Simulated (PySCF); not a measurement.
Single-point calculation, with input and output: SiO2

- system: SiO2, SMILES O=[Si]=O
- method: M06-L/cc-pVTZ, RKS (PySCF 2.14.0)

The geometry comes from this level: PBE0-D4/def2-TZVP.

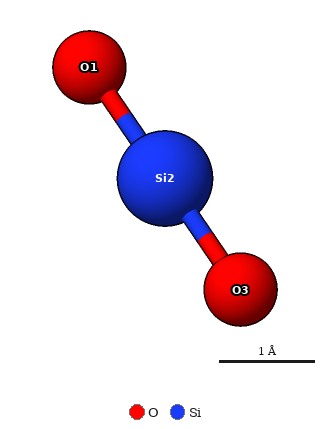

**Figure 1.** The input geometry (ball-and-stick view, seen at an oblique angle; atoms are numbered from 1 in the order of the input).

Results in brief:

```csv
quantity,value
outcome,converged
total energy,−439.983440 hartree
basis functions,94
HOMO,−8.46 eV
LUMO,−3.74 eV
dipole moment,0.00 D
hardware,"1 thread of Arm Neoverse V2, 24 GiB of memory available, shared host"
wall time,20 s
peak memory,0.48 GiB
```

The input (run.py):
```python
# O=[Si]=O
from pyscf import gto, dft

mol = gto.M(
    atom='''
O        0.697730       1.229600       0.518760
Si      -0.000010       0.000000       0.000000
O       -0.697730      -1.229610      -0.518760
''',
    basis='cc-pvtz',
    charge=0,
    max_memory=1860,
    verbose=3,
)

ks = dft.RKS(mol, xc='m06-l')
ks.grids.level = 5
ks.conv_tol = 1e-10
ks.kernel()
if not ks.converged:
    ks = ks.newton().run(ks.mo_coeff, ks.mo_occ)

etot = ks.e_tot
print(f'total energy: {etot:.8f} hartree')
```

Launched with:
```bash
OMP_NUM_THREADS=1 python run.py
```

Log:
```
converged SCF energy = -439.98344045628
total energy: -439.98344046 hartree
```

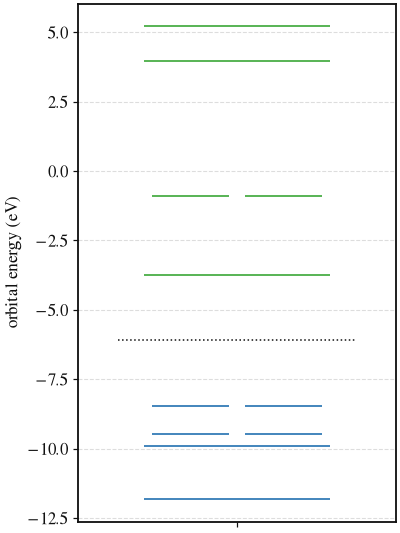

**Figure 2.** Orbital energies near the frontier; the dotted line parts filled from empty levels, and levels within 0.02 eV of each other stand side by side. Highest filled −8.46 eV, lowest empty −3.74 eV, 4.72 eV apart.
